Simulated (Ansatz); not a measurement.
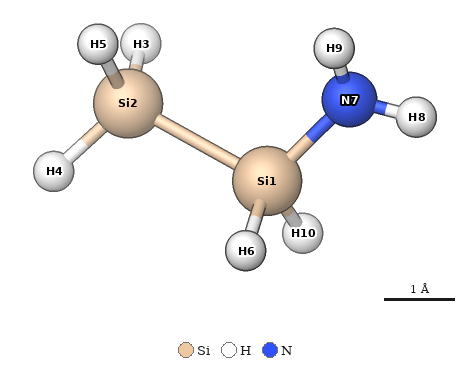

Figure 1. The structure as given in the input (ball-and-stick view, seen at a tilt; atoms are numbered from 1 in the order of the input).

## Si$_{2}$NH$_{7}$: nudged elastic band

The run: nudged elastic band of Si$_{2}$NH$_{7}$. Method and program: RHF/def2-SVP (Ansatz 0.2.0).

It belongs to a series of runs on one base structure; here: band between the two ends. Figures and captions count atoms from 1; the log counts them from 0 in places.

## Input file
```yaml
crystal:
  periodic: [false, false, false]
  atoms:
    - { symbol: Si, position_ang: [0.285749, 0.026987, -0.103911] }
    - { symbol: Si, position_ang: [1.007629, 0.062093, 2.150723] }
    - { symbol: H, position_ang: [-0.132302, -0.150708, 3.077281] }
    - { symbol: H, position_ang: [2.018422, -1.000672, 2.384778] }
    - { symbol: H, position_ang: [1.628417, 1.375324, 2.468868] }
    - { symbol: H, position_ang: [1.496918, 0.019028, -0.973362] }
    - { symbol: "N", position_ang: [-0.793571, 1.354683, -0.365066] }
    - { symbol: H, position_ang: [-1.361465, 1.395935, -1.189376] }
    - { symbol: H, position_ang: [-0.561631, 2.275041, -0.045799] }
    - { symbol: H, position_ang: [-0.449467, -1.228214, -0.395534] }
basis:
  gaussian: { orbitals: def2-SVP }
hamiltonian:
  xc: hf
neb:
  order_check: false
  images: 5
  f_tol: 0.05
  max_iterations: 60
  final_atoms:
    - { symbol: Si, position_ang: [-0.4194951, 0.50398636, -1.95096897] }
    - { symbol: Si, position_ang: [1.52705756, -0.01383566, 2.24069376] }
    - { symbol: H, position_ang: [0.12036204, -0.3822254, 2.52095224] }
    - { symbol: H, position_ang: [2.37884892, -0.45195975, 3.37075782] }
    - { symbol: H, position_ang: [1.63358695, 1.45650106, 2.09243205] }
    - { symbol: H, position_ang: [1.97917269, -0.67625378, 0.99661407] }
    - { symbol: "N", position_ang: [-0.8272634, 1.27758659, -0.48162813] }
    - { symbol: H, position_ang: [-1.4914746, 0.95150531, 0.19409837] }
    - { symbol: H, position_ang: [-0.43182003, 2.1613973, -0.22180034] }
    - { symbol: H, position_ang: [-1.33027602, -0.69720502, -1.75254888] }
  initial_path:
    images:
      - { positions_ang: [[0.285749, 0.026987, -0.103911], [1.007629, 0.062093, 2.150723], [-0.132302, -0.150708, 3.077281], [2.018422, -1.000672, 2.384778], [1.628417, 1.375324, 2.468868], [1.496918, 0.019028, -0.973362], [-0.793571, 1.354683, -0.365066], [-1.361465, 1.395935, -1.189376], [-0.561631, 2.275041, -0.045799], [-0.449467, -1.228214, -0.395534]] }
      - { positions_ang: [[0.1927836, 0.02009588, -0.07150568], [1.10482383, 0.03768343, 2.11354418], [-0.09446916, -0.24225567, 2.88859631], [2.11449521, -0.98349186, 2.43178507], [1.6180719, 1.35908254, 2.49334833], [1.55295818, 0.01571603, -0.62483216], [-0.81183122, 1.40164598, -0.44516578], [-1.52960745, 1.41101362, -1.09200871], [-0.48417014, 2.3226927, -0.25130795], [-0.52435575, -1.21268564, -0.43385161]] }
      - { positions_ang: [[0.0998182, 0.01320476, -0.03910037], [1.20201867, 0.01327385, 2.07636535], [-0.05663632, -0.33380335, 2.69991162], [2.21056841, -0.96631171, 2.47879215], [1.6077268, 1.34284108, 2.51782866], [1.60899837, 0.01240405, -0.27630231], [-0.83009144, 1.44860896, -0.52526555], [-1.69774991, 1.42609223, -0.99464142], [-0.40670929, 2.3703444, -0.45681691], [-0.5992445, -1.19715729, -0.47216922]] }
      - { positions_ang: [[0.0068528, 0.00631364, -0.00669505], [1.2992135, -0.01113572, 2.03918653], [-0.01880348, -0.42535102, 2.51122693], [2.30664162, -0.94913157, 2.52579922], [1.59738171, 1.32659962, 2.54230898], [1.66503855, 0.00909208, 0.07222753], [-0.84835166, 1.49557195, -0.60536533], [-1.86589236, 1.44117085, -0.89727413], [-0.32924843, 2.4179961, -0.66232586], [-0.67413325, -1.18162893, -0.51048682]] }
      - { positions_ang: [[-0.13526317, 0.17220455, -0.65478636], [1.37516152, -0.0120357, 2.1063556], [0.02758503, -0.41097581, 2.5144687], [2.33071072, -0.78340763, 2.80745209], [1.60945012, 1.3699001, 2.39235001], [1.76974993, -0.21935654, 0.38035638], [-0.84132224, 1.42291016, -0.5641196], [-1.74108644, 1.277949, -0.5334833], [-0.36343896, 2.33246317, -0.51548402], [-0.8928475, -1.02015429, -0.92450751]] }
      - { positions_ang: [[-0.27737913, 0.33809545, -1.30287766], [1.45110954, -0.01293568, 2.17352468], [0.07397354, -0.39660061, 2.51771047], [2.35477982, -0.61768369, 3.08910496], [1.62151854, 1.41320058, 2.24239103], [1.87446131, -0.44780516, 0.68848523], [-0.83429282, 1.35024838, -0.52287386], [-1.61628052, 1.11472715, -0.16969246], [-0.3976295, 2.24693024, -0.36864218], [-1.11156176, -0.85867966, -1.33852819]] }
      - { positions_ang: [[-0.4194951, 0.50398636, -1.95096897], [1.52705756, -0.01383566, 2.24069376], [0.12036204, -0.3822254, 2.52095224], [2.37884892, -0.45195975, 3.37075782], [1.63358695, 1.45650106, 2.09243205], [1.97917269, -0.67625378, 0.99661407], [-0.8272634, 1.27758659, -0.48162813], [-1.4914746, 0.95150531, 0.19409837], [-0.43182003, 2.1613973, -0.22180034], [-1.33027602, -0.69720502, -1.75254888]] }
```

Run as:
```bash
ansatz run input.yaml --threads 1 --pin off --max-ram 2048MiB --backend cpu --events-out ev --progress --plain --runs-dir out
```

## Log
```
Engine: ansatz 0.2.0, x86_64-unknown-linux-gnu
Functional definition: HF
  exchange = exact_x
  correlation = 0
893 factors; integrals over basis functions are off by at most 2.6e-4 eV
mean field evaluation 1: about -17308.8399 eV, gradient 3.0e1 eV
mean field evaluation 2: about -17308.8620 eV, gradient 3.0e1 eV
mean field evaluation 4: about -17311.2132 eV, gradient 2.8e0 eV
mean field evaluation 8: about -17311.2488 eV, gradient 5.0e-4 eV
mean field -17311.24883456 eV, -636.1766606842 hartree, gradient 2.4e-5 eV, S^2 0.000000; 0 other end points of the search recorded, 0 dependent functions left out
the calculation of the forces begins
reference -17311.24883456 eV, -636.1766606842 hartree; 21, 21 occupied and 64, 64 virtual orbitals, 893 factors
893 factors; integrals over basis functions are off by at most 7.8e-4 eV
mean field evaluation 16: about -17309.9608 eV, gradient 2.9e-1 eV
mean field -17309.96318858 eV, -636.1294140658 hartree, gradient 1.9e-5 eV, S^2 0.000000; 0 other end points of the search recorded, 0 dependent functions left out
[... from here on the field's lines of each further geometry are left out, up to the last ...]
NEB iter   1: max|band force component| = 1.646e1 eV/Å  barrier→ = 6.2970 eV  barrier← = 5.0114 eV  Δτ_max = 0.2000 Å  (224 SCF iters)
NEB iter   2: max|band force component| = 5.889e0 eV/Å  barrier→ = 4.0993 eV  barrier← = 2.8137 eV  Δτ_max = 0.1999 Å  (153 SCF iters)
NEB iter   3: max|band force component| = 2.757e0 eV/Å  barrier→ = 4.2954 eV  barrier← = 3.0097 eV  Δτ_max = 0.1951 Å  (151 SCF iters)
NEB iter   4: max|band force component| = 1.671e0 eV/Å  barrier→ = 4.0220 eV  barrier← = 2.7364 eV  Δτ_max = 0.2000 Å  (151 SCF iters)
NEB iter   5: max|band force component| = 1.390e0 eV/Å  barrier→ = 3.5715 eV  barrier← = 2.2859 eV  Δτ_max = 0.0969 Å  (149 SCF iters)
NEB iter   6: max|band force component| = 1.330e0 eV/Å  barrier→ = 3.2034 eV  barrier← = 1.9178 eV  Δτ_max = 0.1008 Å  (155 SCF iters)
NEB iter   7: max|band force component| = 1.187e0 eV/Å  barrier→ = 2.6661 eV  barrier← = 1.3805 eV  Δτ_max = 0.1007 Å  (151 SCF iters)
NEB iter   8: max|band force component| = 1.076e0 eV/Å  barrier→ = 2.3344 eV  barrier← = 1.0488 eV  Δτ_max = 0.0997 Å  (150 SCF iters)
NEB iter   9: max|band force component| = 7.791e-1 eV/Å  barrier→ = 2.1238 eV  barrier← = 0.8382 eV  Δτ_max = 0.0971 Å  (150 SCF iters)
NEB iter  10: max|band force component| = 1.225e0 eV/Å  barrier→ = 1.9883 eV  barrier← = 0.7027 eV  CI = image 3  Δτ_max = 0.1014 Å  (151 SCF iters)
NEB iter  11: max|band force component| = 1.307e0 eV/Å  barrier→ = 2.1328 eV  barrier← = 0.8472 eV  CI = image 3  Δτ_max = 0.2000 Å  (149 SCF iters)
NEB iter  12: max|band force component| = 1.655e0 eV/Å  barrier→ = 2.3310 eV  barrier← = 1.0454 eV  CI = image 3  Δτ_max = 0.1786 Å  (147 SCF iters)
NEB iter  13: max|band force component| = 1.901e0 eV/Å  barrier→ = 2.9724 eV  barrier← = 1.6867 eV  CI = image 3  Δτ_max = 0.1926 Å  (146 SCF iters)
NEB iter  14: max|band force component| = 9.014e-1 eV/Å  barrier→ = 3.1353 eV  barrier← = 1.8497 eV  CI = image 3  Δτ_max = 0.1986 Å  (149 SCF iters)
NEB iter  15: max|band force component| = 1.080e0 eV/Å  barrier→ = 3.1691 eV  barrier← = 1.8834 eV  CI = image 3  Δτ_max = 0.0980 Å  (151 SCF iters)
NEB iter  16: max|band force component| = 8.547e-1 eV/Å  barrier→ = 3.1275 eV  barrier← = 1.8418 eV  CI = image 3  Δτ_max = 0.0995 Å  (144 SCF iters)
NEB iter  17: max|band force component| = 7.040e-1 eV/Å  barrier→ = 3.0693 eV  barrier← = 1.7836 eV  CI = image 3  Δτ_max = 0.1964 Å  (151 SCF iters)
NEB iter  18: max|band force component| = 5.117e-1 eV/Å  barrier→ = 2.9964 eV  barrier← = 1.7107 eV  CI = image 3  Δτ_max = 0.1976 Å  (148 SCF iters)
NEB iter  19: max|band force component| = 5.227e-1 eV/Å  barrier→ = 2.9562 eV  barrier← = 1.6705 eV  CI = image 3  Δτ_max = 0.1000 Å  (148 SCF iters)
NEB iter  20: max|band force component| = 3.360e-1 eV/Å  barrier→ = 2.9369 eV  barrier← = 1.6513 eV  CI = image 3  Δτ_max = 0.0994 Å  (150 SCF iters)
NEB iter  21: max|band force component| = 2.642e-1 eV/Å  barrier→ = 2.9196 eV  barrier← = 1.6340 eV  CI = image 3  Δτ_max = 0.1001 Å  (148 SCF iters)
NEB iter  22: max|band force component| = 1.985e-1 eV/Å  barrier→ = 2.9043 eV  barrier← = 1.6187 eV  CI = image 3  Δτ_max = 0.0993 Å  (149 SCF iters)
NEB iter  23: max|band force component| = 1.859e-1 eV/Å  barrier→ = 2.9016 eV  barrier← = 1.6160 eV  CI = image 3  Δτ_max = 0.0996 Å  (148 SCF iters)
NEB iter  24: max|band force component| = 1.763e-1 eV/Å  barrier→ = 2.8997 eV  barrier← = 1.6140 eV  CI = image 3  Δτ_max = 0.0412 Å  (150 SCF iters)
NEB iter  25: max|band force component| = 1.603e-1 eV/Å  barrier→ = 2.8983 eV  barrier← = 1.6127 eV  CI = image 3  Δτ_max = 0.0343 Å  (139 SCF iters)
NEB iter  26: max|band force component| = 1.594e-1 eV/Å  barrier→ = 2.8975 eV  barrier← = 1.6118 eV  CI = image 3  Δτ_max = 0.0229 Å  (133 SCF iters)
NEB iter  27: max|band force component| = 1.260e-1 eV/Å  barrier→ = 2.8972 eV  barrier← = 1.6115 eV  CI = image 3  Δτ_max = 0.0130 Å  (130 SCF iters)
NEB iter  28: max|band force component| = 6.912e-2 eV/Å  barrier→ = 2.8971 eV  barrier← = 1.6114 eV  CI = image 3  Δτ_max = 0.0110 Å  (122 SCF iters)
the calculation of the forces begins
reference -17309.94617015 eV, -636.1287886501 hartree; 21, 21 occupied and 64, 64 virtual orbitals, 894 factors
893 factors; integrals over basis functions are off by at most 7.5e-4 eV
mean field -17308.35188597 eV, -636.0701997870 hartree, gradient 8.9e-6 eV, S^2 0.000000; 1 other end points of the search recorded, 0 dependent functions left out
the calculation of the forces begins
reference -17308.35188597 eV, -636.0701997870 hartree; 21, 21 occupied and 64, 64 virtual orbitals, 893 factors
NEB iter  29: max|band force component| = 3.952e-2 eV/Å  barrier→ = 2.8969 eV  barrier← = 1.6113 eV  CI = image 3  Δτ_max = 0.0000 Å  (276 SCF iters)
```

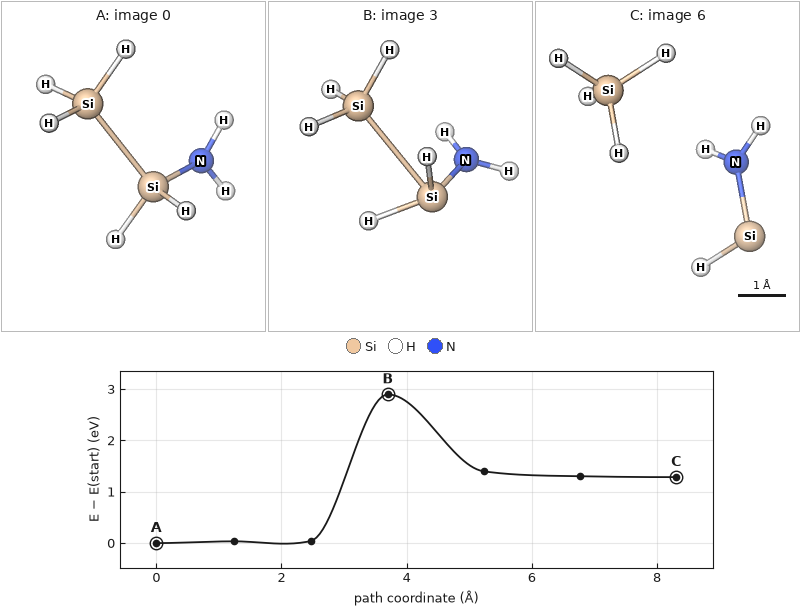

Figure 2. Images of the last band (counted from 0; ball-and-stick, seen at a tilt) above the energy along the path; the line is a cubic interpolation that uses the forces. The highest image is number 3, 2.897 eV above the start and 1.611 eV above the end (the climbing image); the end lies 1.286 eV above the start. The path is 8.31 Å long. The band converged in 29 iterations.

```
Total energy: -17308.35188597 eV, -636.0701997870 hartree
Atom 0 at     0.451142     0.137864    -0.623053 Å, force     0.003941     0.009210    -0.010731 eV/Å
Atom 1 at     0.946129    -0.014542     1.890030 Å, force    -0.005119    -0.001863     0.008787 eV/Å
Atom 2 at    -0.396063    -0.032795     2.526993 Å, force     0.011437    -0.000612    -0.005545 eV/Å
Atom 3 at     1.678861    -1.265920     2.185193 Å, force    -0.001601     0.002884    -0.002082 eV/Å
Atom 4 at     1.689380     1.145821     2.433961 Å, force    -0.001446    -0.002517    -0.003592 eV/Å
Atom 5 at     1.742734     0.359789     0.129146 Å, force    -0.012777    -0.000316     0.002289 eV/Å
Atom 6 at    -0.694912     1.419999    -0.442079 Å, force    -0.000998    -0.003924     0.021754 eV/Å
Atom 7 at    -1.347312     1.531747     0.307802 Å, force     0.003396     0.001768    -0.014243 eV/Å
Atom 8 at    -0.884323     2.040716    -1.202265 Å, force     0.003850    -0.006254    -0.001291 eV/Å
Atom 9 at    -0.046937    -1.193182    -0.197125 Å, force    -0.000683     0.001625     0.004654 eV/Å
Dipole moment:    -0.202388     0.173047     0.073890 e Å
this run last wrote the band of iteration 29 to [file]
```

## The last band as extended XYZ (Å, eV, eV/Å)
```
10
Properties=species:S:1:pos:R:3:forces:R:3 image=0 energy=-17311.24883
Si    0.2857    0.0270   -0.1039   -0.0016   0.0035   0.0056
Si    1.0076    0.0621    2.1507    0.0018  -0.0033  -0.0050
H    -0.1323   -0.1507    3.0773    0.0008  -0.0018   0.0006
H     2.0184   -1.0007    2.3848    0.0009   0.0014   0.0070
H     1.6284    1.3753    2.4689   -0.0018  -0.0003   0.0017
H     1.4969    0.0190   -0.9734   -0.0025  -0.0018  -0.0066
N    -0.7936    1.3547   -0.3651    0.0083  -0.0111   0.0085
H    -1.3615    1.3959   -1.1894   -0.0033   0.0044  -0.0053
H    -0.5616    2.2750   -0.0458   -0.0030   0.0063  -0.0052
H    -0.4495   -1.2282   -0.3955    0.0004   0.0027  -0.0014
10
Properties=species:S:1:pos:R:3:forces:R:3 image=1 energy=-17311.21346
Si    0.3642    0.0688   -0.1451    0.0009  -0.0032  -0.0009
Si    0.9628    0.0310    2.1559   -0.0008   0.0005   0.0009
H    -0.2475   -0.1190    3.0075    0.0012   0.0000   0.0006
H     1.8846   -1.0961    2.4555    0.0008  -0.0001   0.0012
H     1.6368    1.2993    2.5422    0.0001  -0.0005   0.0006
H     1.6060    0.2168   -0.9437    0.0004   0.0004  -0.0006
N    -0.7171    1.3457   -0.5861   -0.0054   0.0010  -0.0028
H    -1.6814    1.3243   -0.3174   -0.0026  -0.0018   0.0000
H    -0.3912    2.2869   -0.6874    0.0050   0.0035   0.0008
H    -0.2785   -1.2281   -0.4729    0.0002   0.0002   0.0002
10
Properties=species:S:1:pos:R:3:forces:R:3 image=2 energy=-17311.20781
Si    0.4398    0.1377   -0.1480   -0.0338   0.0434   0.1833
Si    0.8924   -0.0076    2.1418   -0.0189  -0.0098   0.1219
H    -0.3769   -0.0382    2.9084   -0.0066  -0.0202   0.1525
H     1.6644   -1.2479    2.4082   -0.0083   0.0005   0.0862
H     1.6943    1.1649    2.5716   -0.0075  -0.0055   0.0745
H     1.7530    0.4000   -0.7667    0.0211   0.0269  -0.3708
N    -0.6483    1.4540   -0.4154    0.0625  -0.0083  -0.0011
H    -1.4140    1.6017    0.2124   -0.0274   0.0357  -0.0510
H    -0.8240    1.8617   -1.3128    0.0103  -0.0607  -0.0090
H    -0.0421   -1.1967   -0.5910    0.0087  -0.0020  -0.1864
10
Properties=species:S:1:pos:R:3:forces:R:3 image=3 energy=-17308.35189
Si    0.4511    0.1379   -0.6231    0.0039   0.0092  -0.0107
Si    0.9461   -0.0145    1.8900   -0.0051  -0.0019   0.0088
H    -0.3961   -0.0328    2.5270    0.0114  -0.0006  -0.0055
H     1.6789   -1.2659    2.1852   -0.0016   0.0029  -0.0021
H     1.6894    1.1458    2.4340   -0.0014  -0.0025  -0.0036
H     1.7427    0.3598    0.1291   -0.0128  -0.0003   0.0023
N    -0.6949    1.4200   -0.4421   -0.0010  -0.0039   0.0218
H    -1.3473    1.5317    0.3078    0.0034   0.0018  -0.0142
H    -0.8843    2.0407   -1.2023    0.0039  -0.0063  -0.0013
H    -0.0469   -1.1932   -0.1971   -0.0007   0.0016   0.0047
10
Properties=species:S:1:pos:R:3:forces:R:3 image=4 energy=-17309.85120
Si   -0.0084    0.0761   -1.3968   -0.0571  -0.0249  -0.1226
Si    1.3679    0.0443    2.0825    0.0608   0.0087   0.0334
H    -0.0986    0.0893    2.2800    0.0390   0.0189  -0.0403
H     1.8814   -1.2766    2.5049    0.0249  -0.0026   0.0543
H     1.9945    1.1261    2.8729    0.0406  -0.0044   0.0718
H     1.7262    0.2577    0.6591   -0.0005  -0.0173   0.0878
N    -0.9272    1.3224   -0.6747   -0.0456   0.0212  -0.0370
H    -1.4777    1.2692    0.1612   -0.0142  -0.0491  -0.0280
H    -0.9526    2.2398   -1.0768    0.0010   0.0212   0.0157
H    -0.3667   -1.0188   -0.4037   -0.0488   0.0283  -0.0350
10
Properties=species:S:1:pos:R:3:forces:R:3 image=5 energy=-17309.94617
Si   -0.3214    0.2780   -1.7503   -0.0076   0.0098   0.0019
Si    1.5063   -0.0417    2.1962    0.0008  -0.0014   0.0009
H     0.0495   -0.2482    2.3633    0.0020  -0.0038   0.0017
H     2.2388   -0.9530    3.1048    0.0046   0.0054   0.0107
H     1.8451    1.3624    2.5237   -0.0014   0.0051  -0.0047
H     1.8951   -0.3289    0.7969    0.0028  -0.0096   0.0036
N    -0.9426    1.4122   -0.6326    0.0043  -0.0030  -0.0116
H    -1.4778    1.2041    0.1886   -0.0008  -0.0033   0.0017
H    -0.8216    2.3990   -0.7589    0.0015   0.0008   0.0064
H    -0.8328   -0.9545   -1.0229   -0.0061   0.0000  -0.0106
10
Properties=species:S:1:pos:R:3:forces:R:3 image=6 energy=-17309.96319
Si   -0.4195    0.5040   -1.9510   -0.0052  -0.0026   0.0038
Si    1.5271   -0.0138    2.2407    0.0072   0.0100  -0.0014
H     0.1204   -0.3822    2.5210   -0.0071  -0.0007   0.0003
H     2.3788   -0.4520    3.3708    0.0016  -0.0013  -0.0020
H     1.6336    1.4565    2.0924   -0.0017  -0.0082  -0.0006
H     1.9792   -0.6763    0.9966   -0.0009  -0.0005   0.0031
N    -0.8273    1.2776   -0.4816    0.0141  -0.0021  -0.0222
H    -1.4915    0.9515    0.1941   -0.0028   0.0066   0.0111
H    -0.4318    2.1614   -0.2218   -0.0114  -0.0099   0.0058
H    -1.3303   -0.6972   -1.7525    0.0063   0.0087   0.0019
```

## Key numbers

| quantity | value |
| --- | --- |
| outcome | converged |
| barrier, forward | 2.897 eV |
| barrier, backward | 1.611 eV |
| hardware | 1 thread of AMD EPYC (Zen 5), 32 GiB of memory available, shared host |
| wall time | 1.7 min |
| peak memory | 0.17 GiB |

The order of the saddle point was not checked.
